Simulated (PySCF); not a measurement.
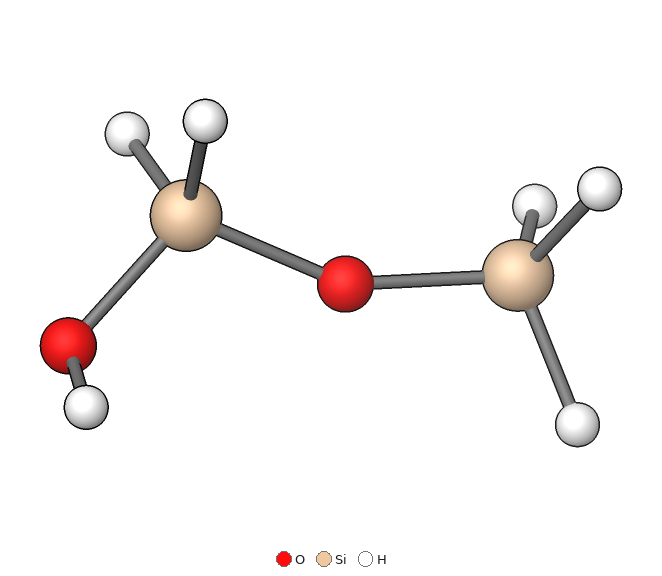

The geometry was computed by an optimisation with PBE0-D3(BJ)/def2-SVP. No frequency run is at hand to confirm it as a minimum.

Give the structural formula.

SMILES: O[SiH2]O[SiH3]

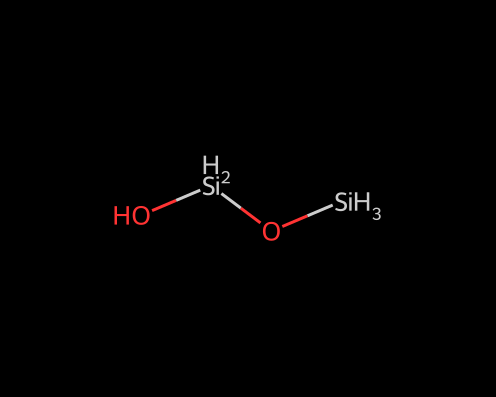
